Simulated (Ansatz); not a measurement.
# AlNH2F (SMILES [NH2][Al][F]) at UHF/3-21G

What is the electronic atomisation energy of AlNH2F at UHF/3-21G? 

The results are computed with Ansatz 0.2.0.

43 further runs of the same task are left out: 43 set aside as unsound or not needed.

**1. The system as given**

AlNH2F has 5 atoms, charge 0, and is taken as a doublet. SMILES: `[NH2][Al][F]`. The coordinates come from a PBE0-D4/def2-TZVP relaxation. This is one conformer, not always the lowest.

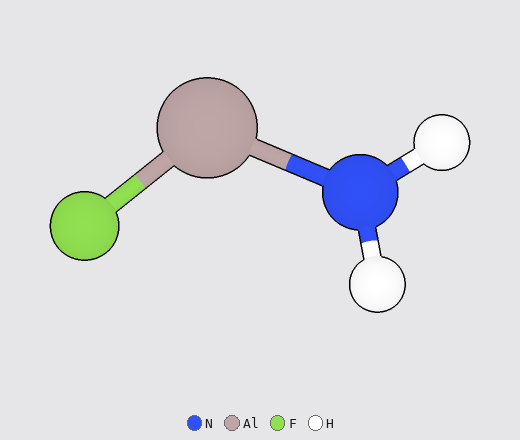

The structure, seen from a chosen angle (nitrogen blue, aluminium light grey, fluorine green, hydrogen white).

**2. A single-point energy at UHF/3-21G**

input.yaml

```yaml
crystal:
  periodic: [false, false, false]
  atoms:
    - symbol: "N"
      position_ang: [-0.384700, 0.499000, -0.263800]
    - symbol: Al
      position_ang: [0.632000, -0.282800, 0.949500]
    - symbol: F
      position_ang: [1.228700, -1.786800, 0.590000]
    - symbol: H
      position_ang: [-0.804300, 1.408300, -0.162700]
    - symbol: H
      position_ang: [-0.621700, 0.088600, -1.154400]
basis:
  gaussian:
    orbitals: 3-21G.json
magnetization:
  spin_polarized: true
  initial_magnetization: 1
hamiltonian:
  xc: hf
accuracy: high
output: {orbitals: {seedname: orbitals}}
```

The basis set 3-21G is read from a file made from the Basis Set Exchange's data (not shown).

Command:

```sh
$ ansatz run input.yaml --threads 1 --pin off --max-ram 2610MiB --events-out events.jsonl --progress --plain --runs-dir runs
```

The program printed:

```text
Warning: RAYON_NUM_THREADS=1 ignored (pool sized by the plan → 1); use --threads N
Functional definition: HF
  name "HF"
  exchange = exact_x
  correlation = 0
750 factors; integrals over basis functions are off by at most 6.8e-9 eV
mean field evaluation 1: about -10742.2572 eV, gradient 2.7e1 eV
mean field evaluation 2: about -10742.2639 eV, gradient 2.7e1 eV
mean field evaluation 4: about -10745.3060 eV, gradient 1.7e0 eV
mean field evaluation 8: about -10745.3732 eV, gradient 2.4e-3 eV
mean field -10745.37317254 eV, -394.8851806152 hartree, gradient 6.2e-8 eV, S^2 0.753154; 0 other end points of the search recorded, 0 dependent functions left out
reference -10745.37317254 eV, -394.8851806152 hartree; 16, 15 occupied and 19, 20 virtual orbitals, 750 factors
Total energy: -10745.37317254 eV, -394.8851806152 hartree
```

Wall time 0.38 s (1 thread of Arm Neoverse V1, shared host).

**3. The Al atom**

in.yaml

```yaml
crystal:
  periodic: [false, false, false]
  atoms:
    - {symbol: Al, position_ang: [0.000000, 0.000000, 0.000000]}
basis:
  gaussian:
    orbitals: 3-21G.json
hamiltonian:
  xc: hf
magnetization:
  spin_polarized: true
  initial_magnetization: 1
accuracy: high
```

The basis set 3-21G is read from a file made from the Basis Set Exchange's data (not shown).

Command:

```sh
$ ansatz run in.yaml --threads 1 --pin off --max-ram 2610MiB --events-out events.jsonl --progress --plain --runs-dir runs
```

The program printed:

```text
Warning: RAYON_NUM_THREADS=1 ignored (pool sized by the plan → 1); use --threads N
[... 4 set-up lines as earlier in the session ...]
79 factors; integrals over basis functions are off by at most 3.6e-9 eV
mean field evaluation 1: about -6545.6346 eV, gradient 2.0e0 eV
mean field evaluation 2: about -6545.6359 eV, gradient 2.0e0 eV
mean field evaluation 4: about -6545.7301 eV, gradient 8.9e-2 eV
mean field evaluation 8: about -6545.7274 eV, gradient 4.0e-9 eV
mean field evaluation 16: about -6544.9870 eV, gradient 3.2e0 eV
mean field evaluation 32: about -6545.7273 eV, gradient 6.6e-2 eV
mean field evaluation 64: about -6545.7274 eV, gradient 6.7e-8 eV
mean field -6545.72741561 eV, -240.5510456702 hartree, gradient 4.0e-8 eV, S^2 0.750099; 2 other end points of the search recorded, 0 dependent functions left out
reference -6545.72741561 eV, -240.5510456702 hartree; 7, 6 occupied and 6, 7 virtual orbitals, 79 factors
Total energy: -6545.72741561 eV, -240.5510456702 hartree
```

Run time: 0.06 s. Hardware: 1 thread of Arm Neoverse V1, shared host.

**4. The F atom, same level**

in.yaml

```yaml
crystal:
  periodic: [false, false, false]
  atoms:
    - symbol: F
      position_ang: [0.000000, 0.000000, 0.000000]
basis:
  gaussian: {orbitals: 3-21G.json}
hamiltonian: {xc: hf}
accuracy: high
magnetization: {spin_polarized: true, initial_magnetization: 1}
```

The basis set 3-21G is read from a file made from the Basis Set Exchange's data (not shown).

Run the same way, it converges to -98.84501 Eh (log not shown).

**5. The H atom, same level**

molecule.yaml

```yaml
crystal:
  periodic: [false, false, false]
  atoms:
    - {symbol: H, position_ang: [0.000000, 0.000000, 0.000000]}
basis:
  gaussian:
    orbitals: 3-21G.json
magnetization:
  spin_polarized: true
  initial_magnetization: 1
accuracy: high
hamiltonian:
  xc: hf
```

The basis set 3-21G is read from a file made from the Basis Set Exchange's data (not shown).

Run the same way, it converges to -0.49620 Eh (log not shown).

**6. The N atom**

input.yaml

```yaml
crystal:
  periodic: [false, false, false]
  atoms:
    - {symbol: N, position_ang: [0.000000, 0.000000, 0.000000]}
basis:
  gaussian:
    orbitals: 3-21G.json
hamiltonian:
  xc: hf
accuracy: high
magnetization:
  spin_polarized: true
  initial_magnetization: 3
```

The basis set 3-21G is read from a file made from the Basis Set Exchange's data (not shown).

Run the same way, it converges to -54.10539 Eh (log not shown).

**7. Results**

At UHF/3-21G:

| quantity | value |
| --- | --- |
| molecule: total energy | -394.88518 Eh |
| molecule: HOMO energy (highest over α and β) | -8.59 eV |
| molecule: LUMO energy (lowest over α and β) | 0.93 eV |
| molecule: ⟨S²⟩ | 0.753 |
| Al atom: total energy | -240.55105 Eh |
| Al atom: ⟨S²⟩ | 0.750 |
| F atom: total energy | -98.84501 Eh |
| F atom: ⟨S²⟩ | 0.750 |
| H atom: total energy | -0.49620 Eh |
| H atom: ⟨S²⟩ | 0.750 |
| N atom: total energy | -54.10539 Eh |
| N atom: ⟨S²⟩ | 3.752 |
| electronic atomisation energy | 10.649 eV |

What this shows: Taking the molecule apart into free atoms costs 10.65 eV (246 kcal/mol), before zero-point energy and without spin-orbit coupling. Hartree–Fock lacks the correlation of the bonding pairs, which as a rule makes this value much too low; in minimal bases other errors can mask that. The basis has no polarisation functions, which makes bonds too weak.
